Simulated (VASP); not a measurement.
Band structure of TaAs (relaxed from the CsCl type structure, space group Pm-3m). Calculation: PBEsol GGA, VASP's PBE PAW potentials (set 64) (plane waves; VASP 6.6.1).

Unless said otherwise, spin-orbit coupling is left out, though it shifts the bands of the heavy elements here.

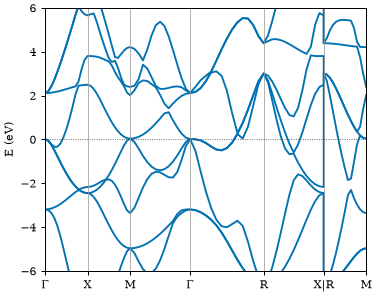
Figure: Bands along high-symmetry lines, zero at the valence-band maximum or, without a gap, the Fermi level

Q: Read the plot: is there a gap, and where are the band edges?

A: It has no gap at this level: it comes out as a metal or semimetal. (Edges off the drawn lines would not show.)

The structure was generated: TaAs was put into the CsCl type type (Pm-3m), which need not be its known phase. It was relaxed first, which changed the volume by -39 %.
